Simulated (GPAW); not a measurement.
Band structure of VN (Fm-3m, 2 atoms in the cell).

```yaml
crystal:
  lattice:
    - [0.00000, 2.07000, 2.07000]
    - [2.07000, 0.00000, 2.07000]
    - [2.07000, 2.07000, 0.00000]
  atoms:
    - { symbol: V, position: [0.00000, 0.00000, 0.00000] }
    - { symbol: N, position: [0.50000, 0.50000, 0.50000] }
```

Level of theory: PBE, GPAW PAW datasets PBE (gpaw-data 1.0.1) (plane waves; GPAW).

Settings: mode = pw; ecut = 900 eV; xc = PBE; kpts = 18 18 18; mesh shift (steps) = 0 0 0; occupations.name = methfessel-paxton; occupations.width = 0.1 eV; occupations.order = 0; nbands = -10; convergence.forces = 0.001 eV/Å; symmetry.symmorphic = false; symmetry.tolerance = 0.0005; maxiter = 120; bandpath_npoints = 40.

The starting cell has typed, rounded lattice constants, without a prior relaxation at this level. Spin polarisation is off, so a magnetic state, if there is one, cannot be reached.

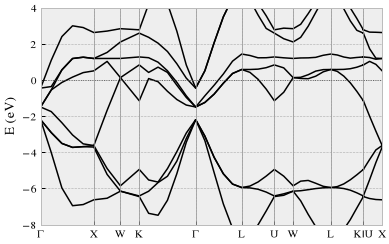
Figure. Bands along the path, energies from the Fermi level.

Levels in eV from the Fermi level, bands 6 to 13:
```
point      6      7      8      9     10     11     12     13
-----  -----  -----  -----  -----  -----  -----  -----  -----
Γ      -2.20  -2.20  -2.20  -1.49  -1.49  -1.49  -0.45  -0.45
X      -6.63  -3.71  -3.62  -3.62   0.51   1.19   1.19   2.62
W      -6.15  -6.15  -5.85   0.13   0.13   1.19   2.10   2.84
K      -6.45  -6.41  -4.95  -1.15   0.83   1.27   2.59   2.77
L      -8.74  -5.95  -5.95   0.58   0.58   1.43   4.93   4.93
U      -6.45  -6.41  -4.95  -1.15   0.83   1.27   2.59   2.77
```

Bands cross the Fermi level along this path, so the cell is metallic at this level.
